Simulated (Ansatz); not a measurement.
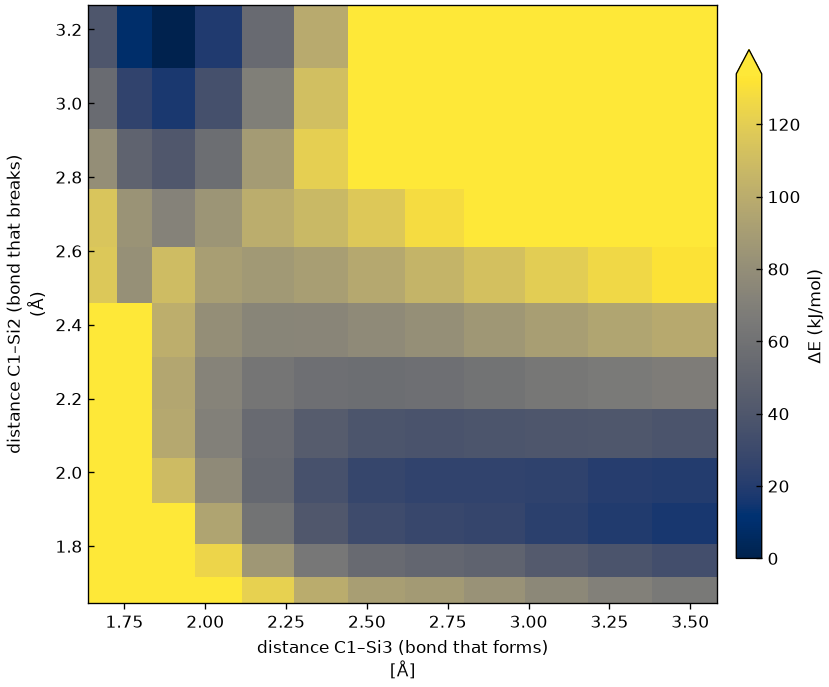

Energy landscape of the reacting system CH6Si2 (one molecule; an intramolecular 1,2-shift). Coordinates scanned: (1) distance C1–Si3 (bond that forms); (2) distance C1–Si2 (bond that breaks). Relaxed at each point: all other coordinates. The scan uses a 12 × 12 grid. Points are written as (first, second). Energies: kJ/mol, counted from the lowest grid point. Energies and slopes of some neighbouring points disagree (a jump in structure or state, or too coarse a mesh). The reference is spin-restricted, so regions where a bond is pulled apart into radicals lie too high. These are results of Ansatz, RKS B3LYP-D4/def2-SVP, not measurements.

Drawn: one coloured cell a grid point, one colour for all values above the top of the scale. 

### Summarise what can be read from the map.

The lowest grid point is at (1.897 Å, 3.183 Å). It lies at the edge of the scanned range, so the true minimum may lie outside. The energy also falls towards the edge at (3.483 Å, 1.861 Å) (17 kJ/mol above the lowest), where a further well may lie outside the range. The highest grid point, (1.683 Å, 1.683 Å), lies 355 kJ/mol above the lowest.

The values on the grid:

```
second ↓, first →  1.683  1.773  1.897  2.038  2.191  2.355  2.527  2.706  2.892  3.084  3.281  3.483
            3.183     40      8      0     18     54     99    144    181    200    215    228    239
            3.015     55     25     17     35     70    111    150    168    183    196    207    217
            2.850     80     50     41     57     89    121    136    149    162    173    183    191
            2.690    115     83     72     85    100    107    117    128    138    147    155    162
            2.536    117     81    109     91     87     91     97    105    112    119    126    131
            2.386    199    144    101     80     73     74     77     81     86     91     95     98
            2.243    196    140     96     73     62     59     57     58     61     63     66     68
            2.107    200    143     97     70     55     44     39     37     38     39     40     38
            1.979    216    158    109     77     53     36     28     25     25     24     21     19
            1.861    248    189    136     94     61     41     31     28     27     23     19     17
            1.758    299    238    177    124     86     64     55     52     49     43     38     34
            1.683    355    292    221    162    122    100     91     88     83     76     70     65
```

The input of one point:

```yaml
crystal:
  periodic: [false, false, false]
  atoms:
    - { symbol: C, position_ang: [-0.676571, 1.252077, 0.138334] }
    - { symbol: Si, position_ang: [1.184598, -1.329958, 0.113141] }
    - { symbol: Si, position_ang: [-0.677049, -0.513171, -0.556293] }
    - { symbol: H, position_ang: [-1.991751, -1.213589, -0.571242] }
    - { symbol: H, position_ang: [-1.07392, 1.211065, 1.165022] }
    - { symbol: H, position_ang: [-1.154416, 2.018368, -0.496839] }
    - { symbol: H, position_ang: [0.399484, 1.461143, 0.225032] }
    - { symbol: H, position_ang: [1.803263, -2.661278, -0.167286] }
    - { symbol: H, position_ang: [2.18636, -0.224558, 0.150032] }
basis:
  gaussian: { orbitals: def2-SVP }
hamiltonian:
  xc: { name: B3LYP }
  dispersion: d4
output:
  forces: true
relax:
  f_tol: 0.02
  max_steps: 50
  escape_saddle: false
  constraints: [{ distance: [0, 2] }, { distance: [0, 1] }]
scf:
  lower_state_search: "off"
```

Each point was launched as `ansatz run input.yaml --threads 1 --pin off --max-ram 2560MiB --backend cpu --events-out ev --progress --plain --runs-dir out`. The whole map (144 points run) took 41 min on 1 thread of Arm Neoverse V1, on a shared host.
